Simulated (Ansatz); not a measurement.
Base system: CaO in the rock salt structure (space group Fm-3m, No. 225; a = 4.831 Å).

It is then changed as follows: hole doping at 5.0×10^20 cm⁻³ (0.0141 per cell), with a uniform compensating background at fixed cell and a 300 K Fermi–Dirac width.

Computed with PBE/PAW in Ansatz (a program for electronic structure), scalar-relativistic without spin-orbit coupling.

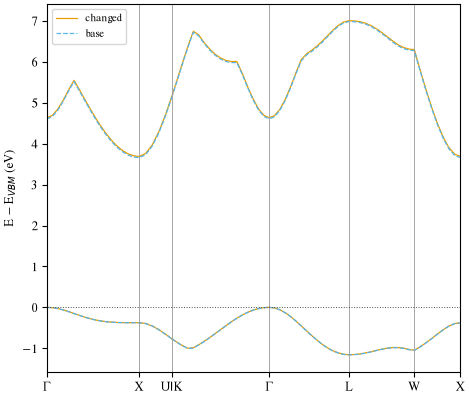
Figure: Highest valence and lowest conduction band along the path, each from its own valence-band maximum

### Question
Read the changed gap and its character from the plot.

### Answer
About 3.7 eV, indirect, Γ → X.

Carriers are added with a uniform compensating background; total energy and stress of such cells depend on the potential's zero and are not compared; many-body gap narrowing is missing at this level. Stability against distortions was not tested.
